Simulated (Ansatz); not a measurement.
**AlBrClHO (SMILES [OH][Al]([Cl])[Br]): density, localisation and related maps**

Input

```
crystal:
  periodic: [false, false, false]
  atoms:
    - { symbol: O, position_ang: [-0.0748, 1.4075, 0.4289] }
    - { symbol: Al, position_ang: [-0.1404, -0.3551, 0.0868] }
    - { symbol: Cl, position_ang: [-1.46678, -1.0692, -1.4948] }
    - { symbol: Br, position_ang: [1.06741, -1.89474, 1.34428] }
    - { symbol: H, position_ang: [0.5937, 1.7981, -0.1878] }
basis:
  gaussian: { orbitals: def2-SVP }
hamiltonian:
  xc: pbe0
  dispersion: d4
relax:
  f_tol: 0.015
  max_steps: 40
output:
  orbitals: {}
```

Run with:

```sh
ansatz run input.yaml --threads 1 --pin off --max-ram 2048MiB --backend cpu --events-out ev --progress --plain --runs-dir out
```

The fields are those of the relaxed geometry.

These are results of Ansatz 0.2.0, RKS PBE0-D4/def2-SVP, not measurements.

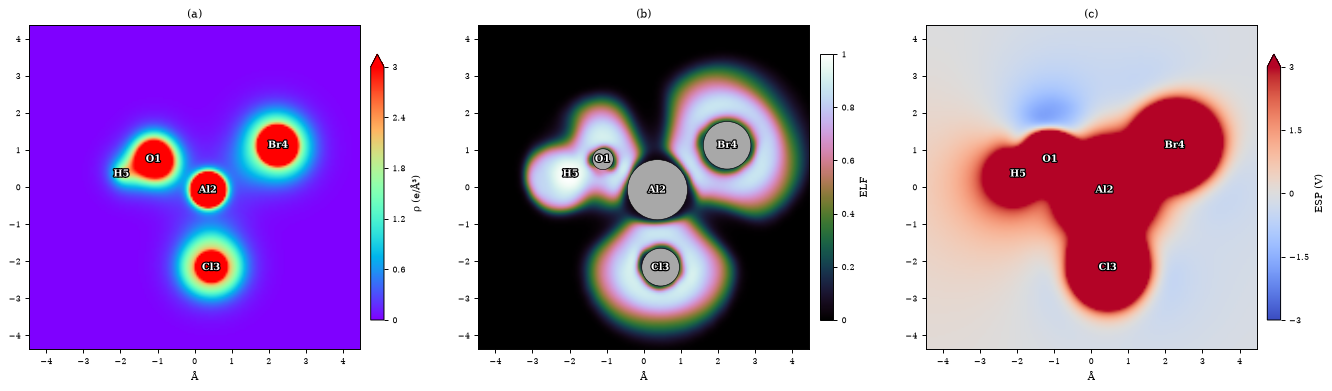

Figure 1. (a) electron density; (b) electron localisation function; (c) electrostatic potential on the molecular plane. Grey discs cover the atomic cores in the ELF map.

Q: Describe what can be read from this map.

A: Atoms in the plane: O, Al, Cl, Br and H. Al–O (1.69 Å): the density is about 0.86 e/Å³ at the midpoint; the ELF peaks at about 0.90 in the valence shell of O, 0.6 Å from its nucleus, and is about 0.40 at the midpoint. Al–Cl (2.09 Å): the density is about 0.72 e/Å³ at the midpoint; the ELF peaks at about 0.85 in the valence shell of Cl, 0.9 Å from its nucleus, and is about 0.80 at the midpoint. Al–Br (2.23 Å): ρ at the midpoint is about 0.68 e/Å³; the ELF peaks at about 0.85 in the valence shell of Br, 1.1 Å from its nucleus, and is about 0.85 at the midpoint. O–H (0.96 Å): the density is about 3.7 e/Å³ at the midpoint; the ELF climbs to about 1 towards the hydrogen, as it does in any bond to H: an ordinary covalent bond to hydrogen. The ELF also peaks beside Cl3, Br4 and O1, away from the bonds: lone-pair regions. Outside the dense part of the molecule the potential is most negative (−1.7 V) near O1.

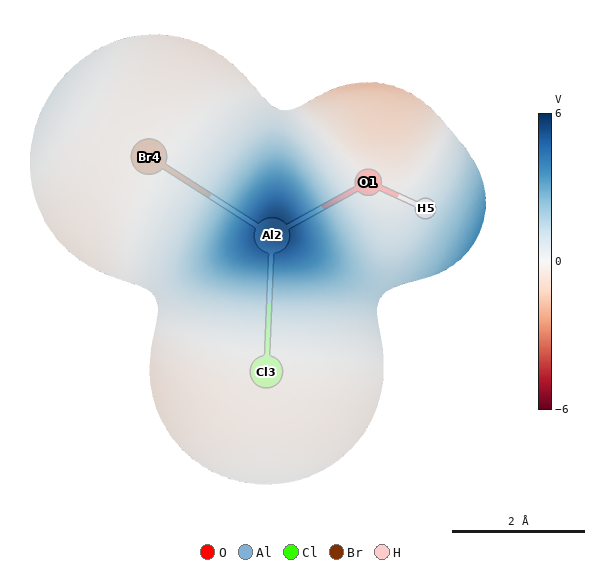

Figure 2. The electrostatic potential painted on the density surface at 0.004 e/bohr³, seen across its widest extent; red is negative and blue positive.

Q: Which sites attract a positive test charge, and which a negative one?

A: A positive charge is drawn to the negative regions and a negative charge to the positive ones. The most negative region (about −1.5 V) lies over O1, the most positive (about +5.5 V) over Al2. Br4 shows a σ-hole: about +0.5 V at the tip opposite its bond, against about −0.3 V on its flanks. O1 is the likeliest acceptor of a hydrogen bond.

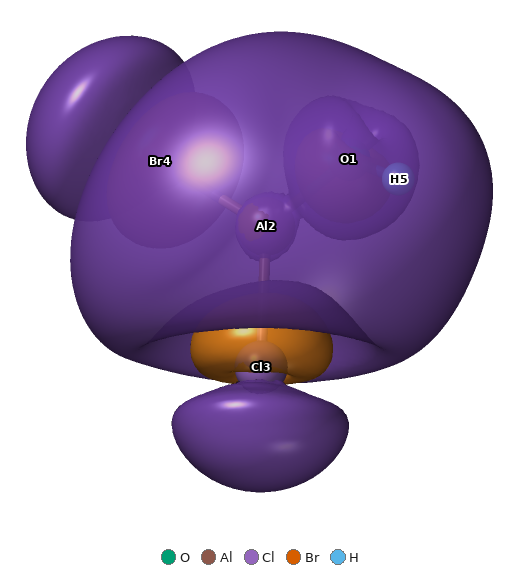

Figure 3. The LUMO at ±0.04 Å⁻³ᐟ² (orange and purple are the two phases), seen at a tilt.

Q: Describe this orbital and give its energy.

A: By Hirshfeld shares it lies mainly on Al2 (about 55 %), Br4 (about 20 %), Cl3 (about 15 %) and O1 (about 10 %); it is symmetric in the molecular plane (an in-plane orbital: σ, lone-pair or in-plane π type). Its energy is −0.87 eV.

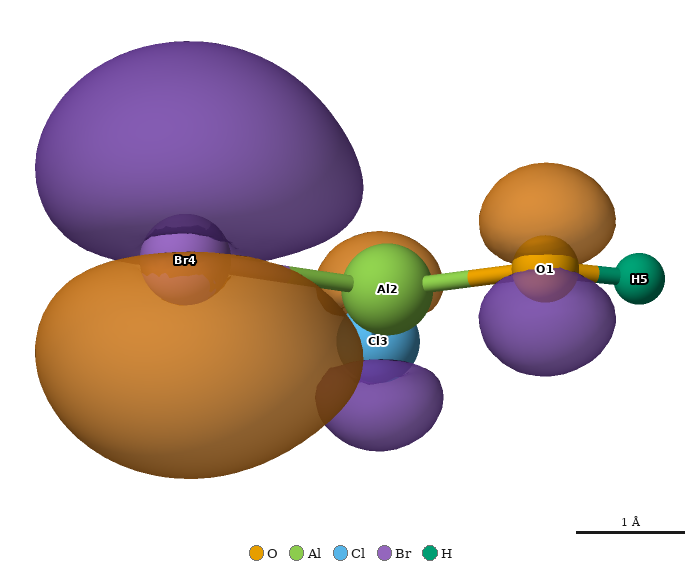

Figure 4. The HOMO−1 at ±0.08 Å⁻³ᐟ² (orange and purple are the two phases), seen from one side.

Q: What is the character of this orbital?

A: By Hirshfeld shares it lies mainly on Br4 (about 85 %); it changes sign across the molecular plane (π type). Its energy is −8.84 eV.
